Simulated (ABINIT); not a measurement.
**GaBiSe3 (Pm-3m): zone-centre phonons**

Aim: the zone-centre modes of GaBiSe3 (Pm-3m).

Calculated with ABINIT 10.8.3; DFT LDA, scalar-relativistic, plane waves, HGH norm-conserving pseudopotentials.

The structure was built from a prototype and need not be the compound's stable phase.

## (1) The starting structure

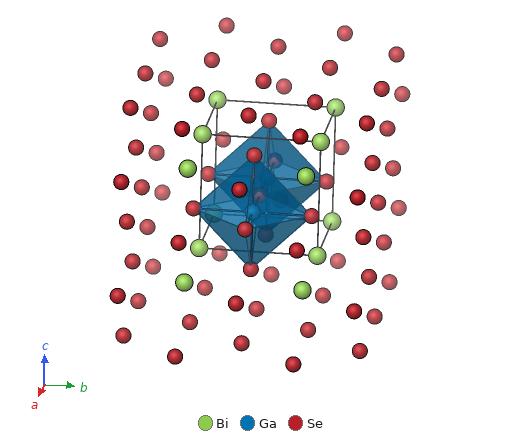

The starting structure, seen slightly off an axis (bismuth green, gallium blue, selenium red). 2×1×1 cells are drawn. Some periodic images of atoms are drawn too.

## (2) A first look

A first run with smearing and empty bands tells whether the crystal has a gap, which decides between fixed occupations and smearing later on.

File probe.abi:

```
# ground state
tolvrs 1.0d-08
prtden 1
prtwf 1

# basis, mesh and filling
ecut 20.0
ixc 7
ngkpt 4 4 4
nshiftk 1
shiftk 0.0 0.0 0.0
istwfk *1
occopt 7
tsmear 0.005
nband 20
nstep 100
diemac 9.0
prtebands 0
prtgsr 0

# cell and atoms
acell 9.630044331 9.630044331 9.630044331
rprim 
    1.0 0.0 0.0
    0.0 1.0 0.0
    0.0 0.0 1.0
ntypat 3
znucl 83 31 34
natom 5
typat 1 2 3 3 3
xred 
    0.0 0.0 0.0
    0.5 0.5 0.5
    0.5 0.5 0.0
    0.5 0.0 0.5
    0.0 0.5 0.5
pp_dirpath "./pseudo"
pseudos "Bi.hgh, Ga.hgh, Se.hgh"
```

The run is started by

```console
$ OMP_NUM_THREADS=1 mpirun -n 4 abinit probe.abi > probe.log
```

Numbers of over 12 decimals in the logs are rounded to 6 here.

probe.abo, the main output file:

```text
[banners, grids, parts of the stress and lines that vanish by symmetry left out]
- input  file    -> probe.abi
- output file    -> probe.abo
- root for input  files -> probei
[...]
Symmetries : space group Pm -3 m (#221); Bravais cP (primitive cubic)
[...]
mpw =        3840          nfft =       64000          nkpt =          10
[...]
== DATASET  1 ==================================================================
[...]
cutoff_energies: {ecut:  20.0, pawecutdg:  -1.0, }
[...]
Exchange-correlation functional for the present dataset will be:
  LDA: Perdew-Wang 92 LSD fit to Ceperley-Alder data - ixc=7
[...]
ETOT  1  -36.102357479217    -3.610E+01 1.639E-02 8.813E+02
 ETOT  2  -36.119066334671    -1.671E-02 6.114E-03 7.260E+02
 ETOT  3  -36.328618784397    -2.096E-01 1.995E-03 4.926E+01
 ETOT  4  -36.341164246710    -1.255E-02 5.604E-04 4.857E-01
 ETOT  5  -36.341316498457    -1.523E-04 2.173E-04 2.261E-03
[...]
ETOT  9  -36.341317073909    -6.487E-11 3.368E-05 1.102E-08
 ETOT 10  -36.341317073911    -2.288E-12 1.286E-05 2.278E-11
 At SCF step   10       vres2   =  2.28E-11 < tolvrs=  1.00E-08 =>converged.
[...]
sigma(1 1)=  3.07961277E-04  sigma(3 2)=  0.00000000E+00
  sigma(2 2)=  3.07961277E-04  sigma(3 1)=  0.00000000E+00
  sigma(3 3)=  3.07961277E-04  sigma(2 1)=  0.00000000E+00
[...]
convergence: {deltae: -2.288E-12, res2:  2.278E-11, residm:  1.286E-05, diffor: null, }
etotal    :  -3.63413171E+01
[...]
sigma(1 1)=  3.07961277E-04  sigma(3 2)=  0.00000000E+00
  sigma(2 2)=  3.07961277E-04  sigma(3 1)=  0.00000000E+00
  sigma(3 3)=  3.07961277E-04  sigma(2 1)=  0.00000000E+00
[...]
- sigma(1 1)=  9.06053357E+00  sigma(3 2)=  0.00000000E+00
- sigma(2 2)=  9.06053357E+00  sigma(3 1)=  0.00000000E+00
- sigma(3 3)=  9.06053357E+00  sigma(2 1)=  0.00000000E+00
[...]
fcart     -0.0000000000E+00 -0.0000000000E+00 -0.0000000000E+00
           strten      3.0796127670E-04  3.0796127670E-04  3.0796127670E-04
================================================================================

[key lines of the parts left out:]
pressure_GPa:  -9.0605E+00
```

It took 7.1 s on 4 MPI ranks of Arm Neoverse V2, shared host; 28 s of CPU time.

Numbers from this step:

* volume per atom: 26.47 Å³
* pressure: -9.061 GPa
* gap on the k-mesh: 0 eV

No gap opens on this mesh, so smearing is kept; the printed pressure holds the stress of the finite basis too.

## (3) Rough relaxation

The typed start is rough, so a first relaxation with smearing and loose thresholds takes it towards rest cheaply.

File prerelax.abi:

```
# relaxation
ionmov 2
optcell 2
dilatmx 1.15
chkdilatmx 0
ntime 40
tolmxf 3.0d-04
tolvrs 1.0d-10
prtwf 0
prtden 0
chksymtnons 0

# basis, mesh and filling
ecut 21.0
ecutsm 3.0
ixc 7
ngkpt 4 4 4
nshiftk 1
shiftk 0.0 0.0 0.0
istwfk *1
occopt 7
tsmear 0.005
nband 20
nstep 100
diemac 1000000.0
prtebands 0
prtgsr 0

# cell and atoms
acell 9.630044331 9.630044331 9.630044331
rprim 
    1.0 0.0 0.0
    0.0 1.0 0.0
    0.0 0.0 1.0
ntypat 3
znucl 83 31 34
natom 5
typat 1 2 3 3 3
xred 
    0.0 0.0 0.0
    0.5 0.5 0.5
    0.5 0.5 0.0
    0.5 0.0 0.5
    0.0 0.5 0.5
pp_dirpath "./pseudo"
pseudos "Bi.hgh, Ga.hgh, Se.hgh"
```

The run is started by

```console
$ OMP_NUM_THREADS=1 mpirun -n 4 abinit prerelax.abi > prerelax.log
```

prerelax.abo, the main output file:

```text
[banners, grids, parts of the stress and lines that vanish by symmetry left out]
- input  file    -> prerelax.abi
- output file    -> prerelax.abo
- root for input  files -> prerelaxi
[...]
Symmetries : space group Pm -3 m (#221); Bravais cP (primitive cubic)
[...]
mpw =        6302          nfft =      110592          nkpt =          10
[...]
== DATASET  1 ==================================================================
[...]
cutoff_energies: {ecut:  21.0, pawecutdg:  -1.0, }
[...]
Exchange-correlation functional for the present dataset will be:
  LDA: Perdew-Wang 92 LSD fit to Ceperley-Alder data - ixc=7
[...]
ETOT  1  -36.101174412769    -3.610E+01 1.426E-02 1.518E+03
 ETOT  2  -36.250043789137    -1.489E-01 1.275E-03 4.537E+02
 ETOT  3  -36.332747465113    -8.270E-02 2.487E-03 5.013E+01
 ETOT  4  -36.340404111826    -7.657E-03 4.090E-04 1.777E-01
[...]
ETOT  8  -36.362347294480    -1.400E-12 1.514E-04 1.093E-13
 At SCF step    8       vres2   =  1.09E-13 < tolvrs=  1.00E-10 =>converged.
[...]
sigma(1 1)=  1.52863474E-06  sigma(3 2)=  0.00000000E+00
  sigma(2 2)=  1.52863474E-06  sigma(3 1)=  0.00000000E+00
  sigma(3 3)=  1.52863474E-06  sigma(2 1)=  0.00000000E+00
[...]
convergence: {deltae: -1.400E-12, res2:  1.093E-13, residm:  1.514E-04, diffor: null, }
etotal    :  -3.63623473E+01
[...]
At Broyd/MD step   5, gradients are converged :
[...]
sigma(1 1)=  1.52863474E-06  sigma(3 2)=  0.00000000E+00
  sigma(2 2)=  1.52863474E-06  sigma(3 1)=  0.00000000E+00
  sigma(3 3)=  1.52863474E-06  sigma(2 1)=  0.00000000E+00
[...]
- sigma(1 1)=  4.49739867E-02  sigma(3 2)=  0.00000000E+00
- sigma(2 2)=  4.49739867E-02  sigma(3 1)=  0.00000000E+00
- sigma(3 3)=  4.49739867E-02  sigma(2 1)=  0.00000000E+00
[...]
fcart     -0.0000000000E+00 -0.0000000000E+00 -0.0000000000E+00
           strten      1.5286347374E-06  1.5286347374E-06  1.5286347374E-06
================================================================================

[key lines of the parts left out:]
pressure_GPa:  -4.4974E-02
Total energy (etotal) [Ha]= -3.63623472944801E+01
```

Elapsed: 44 s, on 4 MPI ranks; 2.9 min of CPU time.

Relaxation path:

| step | energy less that of the first step (eV) | largest force (eV/Å) | volume (Å³) |
| --- | --- | --- | --- |
| 1 | 0.0000 | 0.0000 | 132.34 |
| 2 | -0.1572 | 0.0000 | 129.08 |
| 3 | -0.5403 | 0.0000 | 107.11 |
| 4 | -0.5941 | 0.0000 | 113.32 |
| 5 | -0.5965 | 0.0000 | 112.27 |

| conventional cell, symmetrised | before | after | change |
| --- | --- | --- | --- |
| a (Å) | 5.096 | 4.824 | -5.3 % |
| b (Å) | 5.096 | 4.824 | -5.3 % |
| c (Å) | 5.096 | 4.824 | -5.3 % |
| volume (Å³/atom) | 26.47 | 22.45 | -15.2 % |

Final coordinates:

```
Bi Ga Se
1.0
     4.82411    0.00000    0.00000
     0.00000    4.82411    0.00000
     0.00000    0.00000    4.82411
Bi Ga Se
1 1 3
Direct
  0.00000 0.00000 0.00000
  0.50000 0.50000 0.50000
  0.50000 0.50000 0.00000
  0.50000 0.00000 0.50000
  0.00000 0.50000 0.50000
```

This step gave:

| Quantity | Value |
| --- | --- |
| volume per atom | 22.45 Å³ |
| pressure | -0.04497 GPa |

The volume changes by -15.2 % in this run and stands -15.2 % from the first cell.

## (4) Rough relaxation

The cell changed much, so the rough relaxation is repeated on a basis made for the new cell.

Changes to prerelax.abi since step 3:

```diff
@@ -29,3 +29,3 @@
 # cell and atoms
-acell 9.630044331 9.630044331 9.630044331
+acell 9.116243346 9.116243346 9.116243346
 rprim
```

prerelax.abo, the main output file:

```text
[banners, grids, parts of the stress and lines that vanish by symmetry left out]
- input  file    -> prerelax.abi
- output file    -> prerelax.abo
- root for input  files -> prerelaxi
[...]
Symmetries : space group Pm -3 m (#221); Bravais cP (primitive cubic)
[...]
mpw =        5400          nfft =       91125          nkpt =          10
[...]
== DATASET  1 ==================================================================
[...]
cutoff_energies: {ecut:  21.0, pawecutdg:  -1.0, }
[...]
Exchange-correlation functional for the present dataset will be:
  LDA: Perdew-Wang 92 LSD fit to Ceperley-Alder data - ixc=7
[...]
ETOT  1  -36.174276289673    -3.617E+01 1.693E-02 1.093E+03
 ETOT  2  -36.329988568473    -1.557E-01 4.377E-03 1.451E+02
 ETOT  3  -36.360299836067    -3.031E-02 2.054E-03 1.303E+01
 ETOT  4  -36.362345633414    -2.046E-03 7.845E-04 6.242E-03
 ETOT  5  -36.362346873913    -1.240E-06 1.111E-03 7.694E-04
[...]
ETOT  9  -36.362346986457    -4.363E-12 7.209E-05 6.023E-10
 ETOT 10  -36.362346986458    -1.322E-12 2.083E-05 7.709E-13
 At SCF step   10       vres2   =  7.71E-13 < tolvrs=  1.00E-10 =>converged.
[...]
sigma(1 1)=  1.52961598E-06  sigma(3 2)=  0.00000000E+00
  sigma(2 2)=  1.52961598E-06  sigma(3 1)=  0.00000000E+00
  sigma(3 3)=  1.52961598E-06  sigma(2 1)=  0.00000000E+00
[...]
convergence: {deltae: -1.322E-12, res2:  7.709E-13, residm:  2.083E-05, diffor: null, }
etotal    :  -3.63623470E+01
[...]
At Broyd/MD step   1, gradients are converged :
[...]
sigma(1 1)=  1.52961598E-06  sigma(3 2)=  0.00000000E+00
  sigma(2 2)=  1.52961598E-06  sigma(3 1)=  0.00000000E+00
  sigma(3 3)=  1.52961598E-06  sigma(2 1)=  0.00000000E+00
[...]
- sigma(1 1)=  4.50028558E-02  sigma(3 2)=  0.00000000E+00
- sigma(2 2)=  4.50028558E-02  sigma(3 1)=  0.00000000E+00
- sigma(3 3)=  4.50028558E-02  sigma(2 1)=  0.00000000E+00
[...]
fcart     -0.0000000000E+00 -0.0000000000E+00 -0.0000000000E+00
           strten      1.5296159777E-06  1.5296159777E-06  1.5296159777E-06
================================================================================

[key lines of the parts left out:]
pressure_GPa:  -4.5003E-02
Total energy (etotal) [Ha]= -3.63623469864584E+01
```

Wall time 10 s (4 MPI ranks); 41 s of CPU time.

Little changed from the start: no atom moved by 0.005 Å and no cell edge by 0.1 %.

Numbers from this step:

```
pressure : -0.04500 GPa
```

The volume changes by +0.0 % in this run and stands -15.2 % from the first cell.

## (5) Relaxing the cell and atoms

The harmonic expansion needs vanishing forces, and a free crystal bears no stress, so cell and atoms are brought to rest. Stress is more sensitive to the basis than forces are: the last 3 Ha under the cutoff are smoothed with ecutsm, and the cutoff is raised above that of the later runs.

relax.abi, as its differences from prerelax.abi of step 4:

```diff
@@ -3,7 +3,6 @@
 optcell 2
-dilatmx 1.15
-chkdilatmx 0
+dilatmx 1.08
 ntime 40
-tolmxf 3.0d-04
-tolvrs 1.0d-10
+tolmxf 1.0d-05
+tolvrs 1.0d-14
 prtwf 0
@@ -13,6 +12,6 @@
 # basis, mesh and filling
-ecut 21.0
+ecut 26.0
 ecutsm 3.0
 ixc 7
-ngkpt 4 4 4
+ngkpt 6 6 6
 nshiftk 1
@@ -21,3 +20,3 @@
 occopt 7
-tsmear 0.005
+tsmear 0.01
 nband 20
```

The run is started by

```console
$ OMP_NUM_THREADS=1 mpirun -n 4 abinit relax.abi > relax.log
```

relax.abo, the main output file:

```text
[banners, grids, parts of the stress and lines that vanish by symmetry left out]
- input  file    -> relax.abi
- output file    -> relax.abo
- root for input  files -> relaxi
[...]
Symmetries : space group Pm -3 m (#221); Bravais cP (primitive cubic)
[...]
mpw =        6088          nfft =      110592          nkpt =          20
[...]
== DATASET  1 ==================================================================
[...]
cutoff_energies: {ecut:  26.0, pawecutdg:  -1.0, }
[...]
Exchange-correlation functional for the present dataset will be:
  LDA: Perdew-Wang 92 LSD fit to Ceperley-Alder data - ixc=7
[...]
ETOT  1  -36.174437710707    -3.617E+01 2.701E-02 1.373E+03
 ETOT  2  -36.318642941541    -1.442E-01 5.530E-03 2.649E+02
 ETOT  3  -36.362422117409    -4.378E-02 3.357E-03 2.878E+01
 ETOT  4  -36.366376335623    -3.954E-03 1.133E-03 7.867E-01
 ETOT  5  -36.366483848399    -1.075E-04 4.562E-04 9.382E-04
[...]
At SCF step   11       vres2   =  5.46E-16 < tolvrs=  1.00E-14 =>converged.
[...]
sigma(1 1)= -1.16553228E-05  sigma(3 2)=  0.00000000E+00
  sigma(2 2)= -1.16553228E-05  sigma(3 1)=  0.00000000E+00
  sigma(3 3)= -1.16553228E-05  sigma(2 1)=  0.00000000E+00
[...]
convergence: {deltae:  1.108E-12, res2:  5.464E-16, residm:  1.836E-05, diffor: null, }
etotal    :  -3.63664840E+01
[...]
ETOT  1  -36.366479392914    -3.637E+01 8.399E-06 9.961E-02
[...]
At SCF step    8       vres2   =  9.35E-15 < tolvrs=  1.00E-14 =>converged.
[...]
sigma(1 1)= -9.15441523E-06  sigma(3 2)=  0.00000000E+00
  sigma(2 2)= -9.15441523E-06  sigma(3 1)=  0.00000000E+00
  sigma(3 3)= -9.15441523E-06  sigma(2 1)=  0.00000000E+00
[...]
convergence: {deltae:  4.690E-13, res2:  9.346E-15, residm:  3.249E-06, diffor: null, }
etotal    :  -3.63664922E+01
[...]
ETOT  1  -36.366328880743    -3.637E+01 8.536E-06 1.367E+00
[...]
ETOT  8  -36.366505681732     5.542E-13 2.088E-06 1.700E-13
 ETOT  9  -36.366505681732    -2.345E-13 8.785E-07 7.861E-17
 At SCF step    9       vres2   =  7.86E-17 < tolvrs=  1.00E-14 =>converged.
[...]
sigma(1 1)= -6.46955936E-08  sigma(3 2)=  0.00000000E+00
  sigma(2 2)= -6.46955936E-08  sigma(3 1)=  0.00000000E+00
  sigma(3 3)= -6.46955936E-08  sigma(2 1)=  0.00000000E+00
[...]
convergence: {deltae: -2.345E-13, res2:  7.861E-17, residm:  8.785E-07, diffor: null, }
etotal    :  -3.63665057E+01
[...]
At Broyd/MD step   3, gradients are converged :
[...]
sigma(1 1)= -6.46955936E-08  sigma(3 2)=  0.00000000E+00
  sigma(2 2)= -6.46955936E-08  sigma(3 1)=  0.00000000E+00
  sigma(3 3)= -6.46955936E-08  sigma(2 1)=  0.00000000E+00
[...]
- sigma(1 1)= -1.90341008E-03  sigma(3 2)=  0.00000000E+00
- sigma(2 2)= -1.90341008E-03  sigma(3 1)=  0.00000000E+00
- sigma(3 3)= -1.90341008E-03  sigma(2 1)=  0.00000000E+00
[...]
fcart     -0.0000000000E+00 -0.0000000000E+00 -0.0000000000E+00
           strten     -6.4695593614E-08 -6.4695593615E-08 -6.4695593613E-08
================================================================================

[key lines of the parts left out:]
pressure_GPa:   1.9034E-03
Total energy (etotal) [Ha]= -3.63665056817321E+01
```

Elapsed: 45 s, on 4 MPI ranks; 3 min of CPU time.

Relaxation path:

| step | energy less that of the first step (eV) | largest force (eV/Å) | volume (Å³) |
| --- | --- | --- | --- |
| 1 | 0.0000 | 0.0000 | 112.27 |
| 2 | -0.0002 | 0.0000 | 112.38 |
| 3 | -0.0006 | 0.0000 | 112.82 |

| conventional cell, symmetrised | before | after | change |
| --- | --- | --- | --- |
| a (Å) | 4.824 | 4.832 | +0.2 % |
| b (Å) | 4.824 | 4.832 | +0.2 % |
| c (Å) | 4.824 | 4.832 | +0.2 % |
| volume (Å³/atom) | 22.45 | 22.56 | +0.5 % |

The relaxed structure:

```xyz
5
Lattice="4.8320 0.0000 0.0000 0.0000 4.8320 0.0000 0.0000 0.0000 4.8320" Properties=species:S:1:pos:R:3 pbc="T T T"
Bi    0.0000    0.0000    0.0000
Ga    2.4160    2.4160    2.4160
Se    2.4160    2.4160    0.0000
Se    2.4160    0.0000    2.4160
Se    0.0000    2.4160    2.4160
```

Numbers from this step:

| Item | Value |
| --- | --- |
| volume per atom | 22.56 Å³ |
| pressure | 0.001903 GPa |

The volume changes by +0.5 % in this run and stands -14.8 % from the first cell.

## (6) Self-consistent run for the response

The response is built on these wavefunctions, so the potential is converged far more tightly than an energy would need. Smearing stays on, as the first look found no gap above 0.3 eV.

File gs.abi:

```
# ground state
tolvrs 1.0d-16
prtden 1
prtwf 1

# basis, mesh and filling
ecut 20.0
ixc 7
ngkpt 6 6 6
nshiftk 1
shiftk 0.0 0.0 0.0
istwfk *1
occopt 7
tsmear 0.01
nband 20
nstep 100
diemac 1000000.0
prtebands 0
prtgsr 0

# cell and atoms
acell 9.131156156 9.131156156 9.131156156
rprim 
    1.0 0.0 0.0
    0.0 1.0 0.0
    0.0 0.0 1.0
ntypat 3
znucl 83 31 34
natom 5
typat 1 2 3 3 3
xred 
    0.0 0.0 0.0
    0.5 0.5 0.5
    0.5 0.5 0.0
    0.5 0.0 0.5
    0.0 0.5 0.5
pp_dirpath "./pseudo"
pseudos "Bi.hgh, Ga.hgh, Se.hgh"
```

The run is started by

```console
$ OMP_NUM_THREADS=1 mpirun -n 4 abinit gs.abi > gs.log
```

gs.abo, the main output file:

```text
[banners, grids, parts of the stress and lines that vanish by symmetry left out]
- input  file    -> gs.abi
- output file    -> gs.abo
- root for input  files -> gsi
[...]
Symmetries : space group Pm -3 m (#221); Bravais cP (primitive cubic)
[...]
mpw =        3272          nfft =       64000          nkpt =          20
[...]
== DATASET  1 ==================================================================
[...]
cutoff_energies: {ecut:  20.0, pawecutdg:  -1.0, }
[...]
Exchange-correlation functional for the present dataset will be:
  LDA: Perdew-Wang 92 LSD fit to Ceperley-Alder data - ixc=7
[...]
ETOT  1  -36.170630951001    -3.617E+01 2.040E-02 7.900E+02
 ETOT  2  -36.312485647201    -1.419E-01 1.031E-02 1.535E+02
 ETOT  3  -36.356178262805    -4.369E-02 1.471E-03 1.699E+01
 ETOT  4  -36.360238493072    -4.060E-03 4.517E-04 4.555E-01
 ETOT  5  -36.360347274711    -1.088E-04 5.082E-04 5.421E-04
[...]
ETOT 11  -36.360347381686    -7.105E-14 3.702E-05 2.963E-16
 ETOT 12  -36.360347381686     5.684E-13 5.930E-05 6.423E-18
 At SCF step   12       vres2   =  6.42E-18 < tolvrs=  1.00E-16 =>converged.
[...]
sigma(1 1)=  3.72272723E-05  sigma(3 2)=  0.00000000E+00
  sigma(2 2)=  3.72272723E-05  sigma(3 1)=  0.00000000E+00
  sigma(3 3)=  3.72272723E-05  sigma(2 1)=  0.00000000E+00
[...]
convergence: {deltae:  5.684E-13, res2:  6.423E-18, residm:  5.930E-05, diffor: null, }
etotal    :  -3.63603474E+01
[...]
sigma(1 1)=  3.72272723E-05  sigma(3 2)=  0.00000000E+00
  sigma(2 2)=  3.72272723E-05  sigma(3 1)=  0.00000000E+00
  sigma(3 3)=  3.72272723E-05  sigma(2 1)=  0.00000000E+00
[...]
- sigma(1 1)=  1.09526417E+00  sigma(3 2)=  0.00000000E+00
- sigma(2 2)=  1.09526417E+00  sigma(3 1)=  0.00000000E+00
- sigma(3 3)=  1.09526417E+00  sigma(2 1)=  0.00000000E+00
[...]
fcart     -0.0000000000E+00 -0.0000000000E+00 -0.0000000000E+00
           strten      3.7227272344E-05  3.7227272344E-05  3.7227272344E-05
================================================================================

[key lines of the parts left out:]
pressure_GPa:  -1.0953E+00
```

It took 13 s on 4 MPI ranks; 50 s of CPU time.

Numbers from this step:

- pressure: -1.095 GPa

The cell stands at -1.1 GPa: the relaxation ran with a smoothed and higher cutoff, and the difference is a stress of the finite basis.

(Continued in part 2 of 4.)

[Host names and launcher messages were left out of these logs when they were recorded.]

[Logs are printed without paths, hosts, clocks, repeated set-up lines and the standing remarks that a program may print on its own settings, such as how far it seeks lower states.]

[Hosts, paths, dates, database ids (printed as entryN), source tags and the programs' standing remarks are cut or masked in the printed files.]
